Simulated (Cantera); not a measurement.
Feed: 1 mol TiO2, 1.9 mol CO, equilibrated at 2298.15 K.

Equilibrium computed with Cantera from the NASA thermochemical tables; the gas is ideal and each condensed phase is pure. Candidate condensed phases: C, Ti, TiC, TiO, TiO2, Ti2O3, Ti3O5, Ti4O7; 15 gas species. Condensed phases not in the tables: Magnéli phases beyond Ti4O7. The numbers say what is thermodynamically allowed, not how fast it happens.

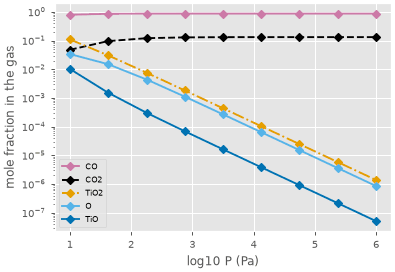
*Equilibrium gas composition (values under 1e-9 drawn at 1e-9)*

From 10.0 Pa to 10.0 bar the condensed part is Ti4O7(l). The main Ti-bearing gas is TiO2 throughout.
